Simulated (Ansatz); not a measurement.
The reference is SrTiO$_{3}$ in the cubic perovskite structure (space group Pm-3m, No. 221; a = 3.908 Å).

It is then changed as follows: the cell is scaled by 0.9422 in all directions, atoms relaxed at fixed cell.

Calculations: r2SCAN (Ansatz, a program for electronic structure, PAW, without spin-orbit coupling), earlier PAW set.

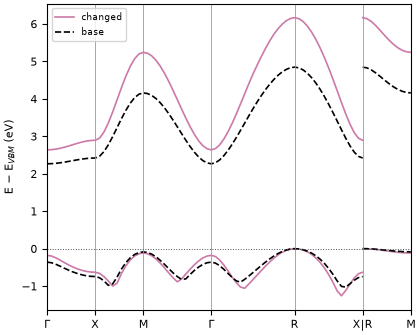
*Highest valence and lowest conduction band along the path, each from its own valence-band maximum*

**Question.** From the figure, how large is the changed gap, and is it direct?

**Answer.** About 2.6 eV, indirect, R → Γ.

The cells carry an imposed strain or load. No phonon test of stability was made. The final runs are not spin-polarised. Many cubic perovskites are stable only at high temperature; tilts and polar distortions were not tested.
